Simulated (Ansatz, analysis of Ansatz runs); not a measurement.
**A hop of Cs in Cs3Li2Cl5 (Imm2), charge −1**

Wanted: path and barrier of a jump of Cs in Cs3Li2Cl5 (Imm2) at charge −1. The case: V_Cs hop (4.1 Å), in a cell of 60 host atoms with 1 Cs taken out.

Main program and level: Ansatz 0.2.0; plane-wave PAW DFT, PBEsol; nudged elastic band between two relaxed defect structures at fixed charge in a uniform background.

## Step 1: The starting structure

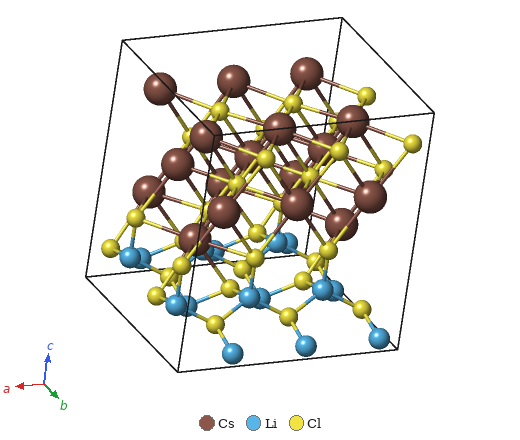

The cell as given, from a free direction (caesium brown, lithium blue, chlorine yellow). Some periodic images of atoms are drawn too.

The cell holds 59 atoms: 17 Cs, 12 Li and 30 Cl. Cell: a = 12.405 Å, b = 11.479 Å, c = 12.396 Å, α = 103.4°, β = 99.6°, γ = 90.0°. It derives from Cs3Li2Cl5 (space group Imm2). Nearest the centre at fractional (0.560, 0.588, 0.875): Cs23 at 2.07 Å, Cl29 at 2.84 Å, Cl48 at 2.85 Å, Cl39 at 2.91 Å, Cl59 at 2.92 Å, Li25 at 4.48 Å, Li44 at 4.49 Å, Cs32 at 4.54 Å. The cell carries charge −1.

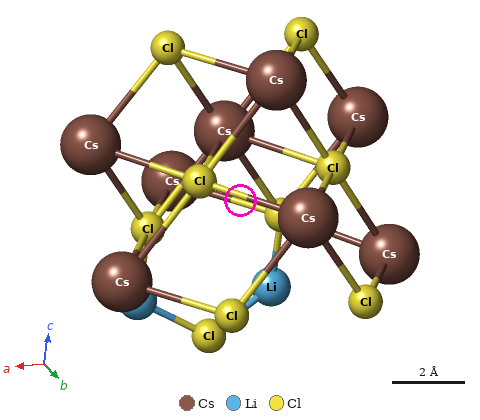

The atoms within 5 Å of the centre. A ring marks the centre wherever it is empty.

The cell's shortest repeat is 11.5 Å.

## Step 2: Relaxation of the start point, charge −1

The ends come first: from an unrelaxed start the top is counted from too high an energy, and the barrier comes out too low. Small random displacements break the symmetry of the ideal sites, so that the defect can distort if it gains by it. The charge of −1 is set by the electron count, and a uniform background keeps the cell neutral.

Contents of qm1.start/input.yaml:

```yaml
crystal:
  lattice:
    - [-7.26279126, 0.0, 10.05668361]
    - [-9.30599473, 0.0, -6.72048182]
    - [3.53696389, -11.88058461, 0.00400652]
  atoms:
    - { symbol: Cs, position: [0.20698338, 0.17983322, 0.75368865] }
    - { symbol: Cs, position: [0.28908716, 0.3029889, 0.24631135] }
    - { symbol: Cs, position: [0.24802175, 0.4928089, 0.0] }
    - { symbol: Li, position: [0.15332132, 0.08941381, 0.43173718] }
    - { symbol: Li, position: [0.00940893, 0.37354522, 0.56826282] }
    - { symbol: Cl, position: [0.0013807, 0.16114104, 0.52008141] }
    - { symbol: Cl, position: [0.12086471, 0.05469553, 0.23701902] }
    - { symbol: Cl, position: [0.16135357, 0.40110033, 0.47991859] }
    - { symbol: Cl, position: [0.04185837, 0.43618602, 0.76298098] }
    - { symbol: Cl, position: [0.08135244, 0.24348952, 0.0] }
    - { symbol: Cs, position: [0.20698338, 0.67983322, 0.75368865] }
    - { symbol: Cs, position: [0.28908716, 0.8029889, 0.24631135] }
    - { symbol: Cs, position: [0.24802175, 0.9928089, 0.0] }
    - { symbol: Li, position: [0.15332132, 0.58941381, 0.43173718] }
    - { symbol: Li, position: [0.00940893, 0.87354522, 0.56826282] }
    - { symbol: Cl, position: [0.0013807, 0.66114104, 0.52008141] }
    - { symbol: Cl, position: [0.12086471, 0.55469553, 0.23701902] }
    - { symbol: Cl, position: [0.16135357, 0.90110033, 0.47991859] }
    - { symbol: Cl, position: [0.04185837, 0.93618602, 0.76298098] }
    - { symbol: Cl, position: [0.08135244, 0.74348952, 0.0] }
    - { symbol: Cs, position: [0.54031671, 0.17983322, 0.75368865] }
    - { symbol: Cs, position: [0.62242049, 0.3029889, 0.24631135] }
    - { symbol: Cs, position: [0.58135508, 0.4928089, 0.0] }
    - { symbol: Li, position: [0.48665466, 0.08941381, 0.43173718] }
    - { symbol: Li, position: [0.34274226, 0.37354522, 0.56826282] }
    - { symbol: Cl, position: [0.33471404, 0.16114104, 0.52008141] }
    - { symbol: Cl, position: [0.45419805, 0.05469553, 0.23701902] }
    - { symbol: Cl, position: [0.4946869, 0.40110033, 0.47991859] }
    - { symbol: Cl, position: [0.3751917, 0.43618602, 0.76298098] }
    - { symbol: Cl, position: [0.41468577, 0.24348952, 0.0] }
    - { symbol: Cs, position: [0.62242049, 0.8029889, 0.24631135] }
    - { symbol: Cs, position: [0.58135508, 0.9928089, 0.0] }
    - { symbol: Li, position: [0.48665466, 0.58941381, 0.43173718] }
    - { symbol: Li, position: [0.34274226, 0.87354522, 0.56826282] }
    - { symbol: Cl, position: [0.33471404, 0.66114104, 0.52008141] }
    - { symbol: Cl, position: [0.45419805, 0.55469553, 0.23701902] }
    - { symbol: Cl, position: [0.4946869, 0.90110033, 0.47991859] }
    - { symbol: Cl, position: [0.3751917, 0.93618602, 0.76298098] }
    - { symbol: Cl, position: [0.41468577, 0.74348952, 0.0] }
    - { symbol: Cs, position: [0.87365004, 0.17983322, 0.75368865] }
    - { symbol: Cs, position: [0.95575383, 0.3029889, 0.24631135] }
    - { symbol: Cs, position: [0.91468842, 0.4928089, 0.0] }
    - { symbol: Li, position: [0.81998799, 0.08941381, 0.43173718] }
    - { symbol: Li, position: [0.6760756, 0.37354522, 0.56826282] }
    - { symbol: Cl, position: [0.66804737, 0.16114104, 0.52008141] }
    - { symbol: Cl, position: [0.78753138, 0.05469553, 0.23701902] }
    - { symbol: Cl, position: [0.82802023, 0.40110033, 0.47991859] }
    - { symbol: Cl, position: [0.70852504, 0.43618602, 0.76298098] }
    - { symbol: Cl, position: [0.7480191, 0.24348952, 0.0] }
    - { symbol: Cs, position: [0.87365004, 0.67983322, 0.75368865] }
    - { symbol: Cs, position: [0.95575383, 0.8029889, 0.24631135] }
    - { symbol: Cs, position: [0.91468842, 0.9928089, 0.0] }
    - { symbol: Li, position: [0.81998799, 0.58941381, 0.43173718] }
    - { symbol: Li, position: [0.6760756, 0.87354522, 0.56826282] }
    - { symbol: Cl, position: [0.66804737, 0.66114104, 0.52008141] }
    - { symbol: Cl, position: [0.78753138, 0.55469553, 0.23701902] }
    - { symbol: Cl, position: [0.82802023, 0.90110033, 0.47991859] }
    - { symbol: Cl, position: [0.70852504, 0.93618602, 0.76298098] }
    - { symbol: Cl, position: [0.7480191, 0.74348952, 0.0] }
total_charge: -1
basis:
  ecutwfc: 420
  xc_grid: 2
hamiltonian:
  xc: pbesol
kpoints:
  mp_grid: { grid: [1, 1, 1], shift: [0.25, 0.25, 0.25] }
scf:
  occupations: { method: fixed }
  max_iter: 150
output:
  forces: true
relax:
  f_tol: 0.02
  max_steps: 70
  random_displacement: { amplitude: 0.03, seed: 1523 }
```

Run with:

```
> ansatz run input.yaml --threads 32 --pin off --max-ram 84787MiB --backend cuda --events-out ev --progress --plain --runs-dir out --max-vram 78GiB
```

Numbers of over 12 decimals in the logs are rounded to 6 here.

Output:

```text
[... repeated set-up lines and file paths are left out, and long positions are rounded to six places ...]
The last accepted step is kept in <dir> (removed where the run ends without a failure and the disk answers)
Engine: ansatz 0.2.0, aarch64-unknown-linux-gnu
Pseudopotentials: kind: paw
Pseudopotential: Cs, paw, valence charge 9, recommended cutoff 420 eV (normal), Cs.paw.azcp
Pseudopotential: Li, paw, valence charge 3, recommended cutoff 420 eV (normal), Li.paw.azcp
Pseudopotential: Cl, paw, valence charge 7, recommended cutoff 420 eV (normal), Cl.paw.azcp
Functional definition: PBEsol
  exchange = pbesol_x
  correlation = pbesol_c
[...]
Crystal: 59 atoms, lattice volume = 1691.758 Å³
Basis set: ecut = 420 eV, 33071 PW (Γ), exchange–correlation on 180×160×180 points (8 copies of the dense FFT grid, shifted against one another)
Bands: 259, of which v1, the nominal top of the filled ones, is band 200 counted from 1 (199 counted from 0)
Symmetry: 1 space group operations
k-points: 1
Non-local potential: Cs, projectors of the file, l = 0: 3, l = 1: 2, l = 2: 2, l = 3: 2
Non-local potential: Li, projectors of the file, l = 0: 3, l = 1: 2, l = 2: 1
Non-local potential: Cl, projectors of the file, l = 0: 2, l = 1: 2, l = 2: 2
PAW form: soft (Blöchl's): semilocal exchange-correlation on the pseudo side does not see the compensation charge
PAW frozen core: Cs, regenerated for the run's functional, and the local potential with it (the file was generated under x = pbe(κ = 0.804, μ = 0.219515), c = pbe(β = 0.066725))
PAW frozen core: Cl, regenerated for the run's functional, and the local potential with it (the file was generated under x = pbe(κ = 0.804, μ = 0.219515), c = pbe(β = 0.066725))
PAW one-centre angular grid: Cs, 194 points (default); XC on 64 Gauss nodes
PAW one-centre angular grid: Li, 110 points (default); XC on 64 Gauss nodes
PAW one-centre angular grid: Cl, 110 points (default); XC on 64 Gauss nodes
Initial density: superposition of atomic densities (neutral atoms scaled as one to the charged cell's electrons: chi_scale 0, normalization atom), corrected by the library's trained network
Initial wavefunctions: pseudopotential atomic-orbital guess
[...]
Functional: x = pbesol(κ = 0.804, μ = 0.123457), c = pbesol(β = 0.046)
SCF iter   1: F=—  HF=-129326.284136 eV  |F-HF|=—  |Δ(HF+E_count)|=         —  Δρ=4.42e-3  dr2=4.96e-1  ethr=1.77e-3  ⟨swp⟩=6.0  Hψ=744  notcnv=0  defer=59
preconditioner: auto → Resta (q_TF=auto, 2.145 Å⁻¹)  ε∞=2.9  [insulator: Δε(μ)=5.565 eV  Ē_g=12.014 eV  n_scr=276 (ndim 8)  ℏωp=16.7 eV  f_vac=0.022  ε∞_Penn≈2.9]
SCF iter   2: F=—  HF=-129326.149219 eV  |F-HF|=—  |Δ(HF+E_count)|=   1.35e-1  Δρ=1.62e-3  dr2=6.56e-2  ethr=1.24e-4  ⟨swp⟩=17.0  Hψ=763  notcnv=0  defer=57
[...]
SCF iter   6: F=-129326.146104 eV  HF=-129326.146104 eV  |F-HF|=5.38e-7  |Δ(HF+E_count)|=   1.23e-5  Δρ=7.86e-6  dr2=1.54e-6  ethr=2.50e-9  ⟨swp⟩=4.0  Hψ=813  notcnv=0
SCF 1 converged in 6 iterations: F = -129326.146104 eV  dr2 = 1.54e-6
  greatest PAW one-centre occupation: 1.000 electrons in one spin orbital (limit 2), on the Li atom at site 43 (counted from 0), in its partial waves of l = 0
relax step   1: F+E_penalty+E_count = -129326.14610422 eV  Δ(F+E_penalty+E_count) = +0.000e0 eV  max|allowed force component| = 3.595e-1 eV/Å  Δτ_max = 0.0000 Å  (6 SCF iters, dr2 threshold 1.00e-5 eV, accepted)
[... the SCF cycles and remarks between the steps are left out from here to the last step ...]
relax step   2: F+E_penalty+E_count = -129326.53518659 eV  Δ(F+E_penalty+E_count) = -3.891e-1 eV  max|allowed force component| = 1.303e-1 eV/Å  Δτ_max = 0.1573 Å  (5 SCF iters, dr2 threshold 8.08e-6 eV, accepted)
relax step   3: F+E_penalty+E_count = -129326.55469228 eV  Δ(F+E_penalty+E_count) = -1.951e-2 eV  max|allowed force component| = 1.194e-1 eV/Å  Δτ_max = 0.2000 Å  (6 SCF iters, dr2 threshold 1.06e-6 eV, accepted)
relax step   4: F+E_penalty+E_count = -129326.59685814 eV  Δ(F+E_penalty+E_count) = -4.217e-2 eV  max|allowed force component| = 2.576e-2 eV/Å  Δτ_max = 0.0797 Å  (5 SCF iters, dr2 threshold 1.87e-6 eV, accepted)
[...]
SCF 5 converged in 5 iterations: F = -129326.598905 eV  dr2 = 9.52e-8
[...]
relax step   5: F+E_penalty+E_count = -129326.59890486 eV  Δ(F+E_penalty+E_count) = -2.047e-3 eV  max|allowed force component| = 9.249e-3 eV/Å  Δτ_max = 0.0201 Å  (5 SCF iters, accepted)
SCF converged after 5 iterations
[...]
- { symbol: Cs, position: [0.247913, 0.493205, 0.000666] }
    - { symbol: Li, position: [0.153508, 0.091537, 0.433277] }
    - { symbol: Li, position: [0.008672, 0.378869, 0.568172] }
    - { symbol: Cl, position: [0.000773, 0.165290, 0.518311] }
    - { symbol: Cl, position: [0.120740, 0.055678, 0.238496] }
    - { symbol: Cl, position: [0.161403, 0.400288, 0.478118] }
    - { symbol: Cl, position: [0.041764, 0.440609, 0.762358] }
    - { symbol: Cl, position: [0.081439, 0.243829, 0.000825] }
    - { symbol: Cs, position: [0.222201, 0.680218, 0.754163] }
    - { symbol: Cs, position: [0.289298, 0.801637, 0.252262] }
    - { symbol: Cs, position: [0.247824, 0.992744, 0.001260] }
    - { symbol: Li, position: [0.151692, 0.588176, 0.431157] }
    - { symbol: Li, position: [0.009665, 0.871357, 0.571260] }
    - { symbol: Cl, position: [0.001371, 0.659612, 0.521910] }
    - { symbol: Cl, position: [0.118144, 0.552571, 0.236321] }
    - { symbol: Cl, position: [0.160950, 0.904921, 0.484349] }
    - { symbol: Cl, position: [0.042100, 0.934638, 0.765083] }
    - { symbol: Cl, position: [0.082096, 0.744583, 0.003614] }
    - { symbol: Cs, position: [0.540448, 0.180079, 0.755019] }
    - { symbol: Cs, position: [0.620425, 0.302165, 0.235132] }
    - { symbol: Cs, position: [0.578436, 0.508819, -0.017545] }
    - { symbol: Li, position: [0.487313, 0.093111, 0.430915] }
    - { symbol: Li, position: [0.345494, 0.376334, 0.568451] }
    - { symbol: Cl, position: [0.334228, 0.162911, 0.517924] }
    - { symbol: Cl, position: [0.454923, 0.054312, 0.235960] }
    - { symbol: Cl, position: [0.494148, 0.394776, 0.472515] }
    - { symbol: Cl, position: [0.368364, 0.426779, 0.762243] }
    - { symbol: Cl, position: [0.413188, 0.243563, -0.000528] }
    - { symbol: Cs, position: [0.623210, 0.801271, 0.251955] }
    - { symbol: Cs, position: [0.578493, 0.968883, -0.015578] }
    - { symbol: Li, position: [0.488278, 0.588101, 0.436669] }
    - { symbol: Li, position: [0.345630, 0.870833, 0.571194] }
    - { symbol: Cl, position: [0.330762, 0.660898, 0.511339] }
    - { symbol: Cl, position: [0.454432, 0.553751, 0.237975] }
    - { symbol: Cl, position: [0.494880, 0.905970, 0.482306] }
    - { symbol: Cl, position: [0.368104, 0.944556, 0.763039] }
    - { symbol: Cl, position: [0.407844, 0.746277, 0.013105] }
    - { symbol: Cs, position: [0.875223, 0.180562, 0.752292] }
    - { symbol: Cs, position: [0.954195, 0.301908, 0.245230] }
    - { symbol: Cs, position: [0.914750, 0.492812, -0.001251] }
    - { symbol: Li, position: [0.819464, 0.091006, 0.431135] }
    - { symbol: Li, position: [0.674275, 0.374636, 0.566912] }
    - { symbol: Cl, position: [0.668703, 0.161571, 0.519358] }
    - { symbol: Cl, position: [0.786687, 0.054421, 0.236457] }
    - { symbol: Cl, position: [0.826683, 0.399759, 0.476245] }
    - { symbol: Cl, position: [0.714469, 0.426532, 0.761260] }
    - { symbol: Cl, position: [0.749171, 0.243350, -0.000566] }
    - { symbol: Cs, position: [0.857108, 0.679974, 0.753094] }
    - { symbol: Cs, position: [0.957200, 0.804120, 0.249323] }
    - { symbol: Cs, position: [0.914906, 0.992932, 0.000113] }
    - { symbol: Li, position: [0.820499, 0.587657, 0.428965] }
    - { symbol: Li, position: [0.674683, 0.871922, 0.570669] }
    - { symbol: Cl, position: [0.669597, 0.662080, 0.510940] }
    - { symbol: Cl, position: [0.789001, 0.553353, 0.234389] }
    - { symbol: Cl, position: [0.830171, 0.904437, 0.482676] }
    - { symbol: Cl, position: [0.715266, 0.944790, 0.762720] }
    - { symbol: Cl, position: [0.758540, 0.746760, 0.012355] }
```

It took 3.9 s on 1 × NVIDIA GB200 with 32 threads of Arm Neoverse V2, shared host; peak memory 1.4 GiB.

Relaxation path:

```csv
step,energy less that of the first step (eV),largest force component (eV/Å)
1,0.0000,0.3595
2,-0.3891,0.1303
3,-0.4086,0.1194
4,-0.4508,0.0258
5,-0.4528,0.0092
```

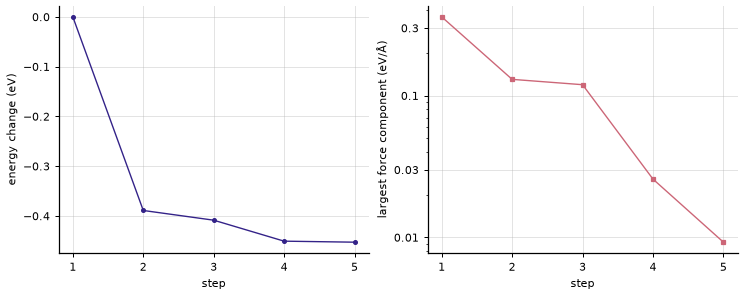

Energy and largest force along the relaxation.

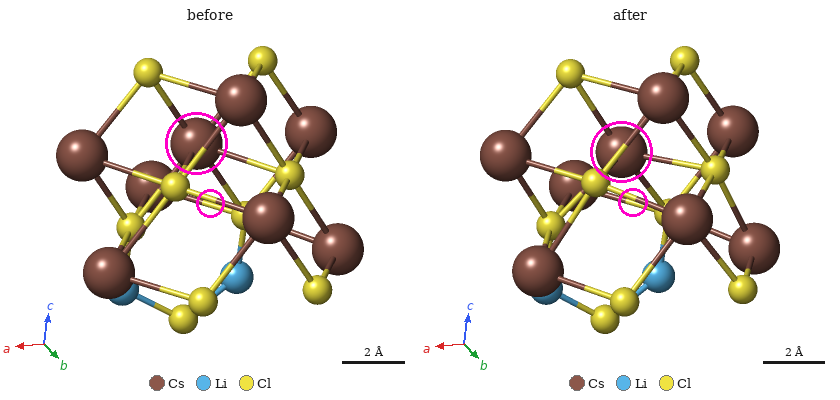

Before and after: the atoms that start within 5 Å of the centre. Cs23, which moves most, is ringed if it is among them. A ring with no atom in it marks the empty centre.

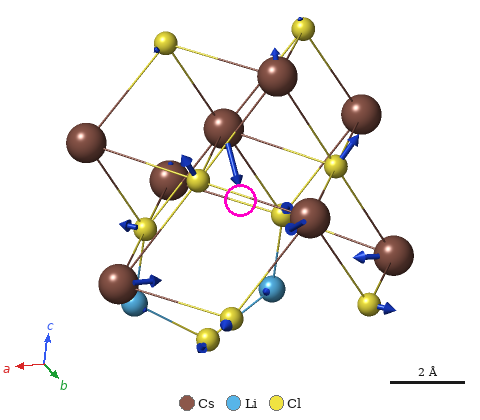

Displacements in the relaxation from the typed sites near the centre, exaggerated, the mean shift taken out; the longest in the cell stands for 0.31 Å. A ring marks the centre wherever it is empty.

The atoms that moved most (Å, from the sites as typed, ahead of the random displacement, the mean shift of all atoms taken out):

| atom | dx | dy | dz | length |
| --- | --- | --- | --- | --- |
| Cs23 | -0.188 | 0.204 | -0.135 | 0.308 |
| Cs32 | 0.191 | 0.181 | 0.134 | 0.295 |
| Cs50 | 0.119 | 0.003 | -0.165 | 0.204 |
| Cl39 | 0.072 | -0.160 | -0.085 | 0.195 |
| Cs11 | -0.110 | -0.010 | 0.153 | 0.189 |
| Cl59 | -0.061 | -0.151 | 0.086 | 0.184 |
| Cl29 | 0.137 | 0.004 | -0.003 | 0.137 |
| Cl48 | 0.043 | 0.016 | 0.127 | 0.135 |

Neighbours of Cs23 at the end:

```
atom  distance (Å)
Cl29         3.401
Cl48         3.406
Cl39         3.441
Cl59         3.442
Cl56         3.657
Cl36         3.679
Cl30         3.736
Cl49         3.737
```

This step gave:

| Property | Result |
| --- | --- |
| free energy | -129326.5989 eV |
| r.m.s. move of the farther half of the atoms | 0.04642 Å |
| largest move from the ideal geometry of this structure, a common shift of the far atoms taken out | 0.3083 Å |

The relaxation gained 0.453 eV and ended with a largest force component of 0.0092 eV/Å.

(Part 1 of 3 ends here.)

[Logs are printed without paths, hosts, clocks, repeated set-up lines and the standing remarks that a program may print on its own settings, such as how far it seeks lower states.]

[Hosts, paths, dates, database ids (printed as entryN), source tags and the programs' standing remarks are cut or masked in the printed files.]
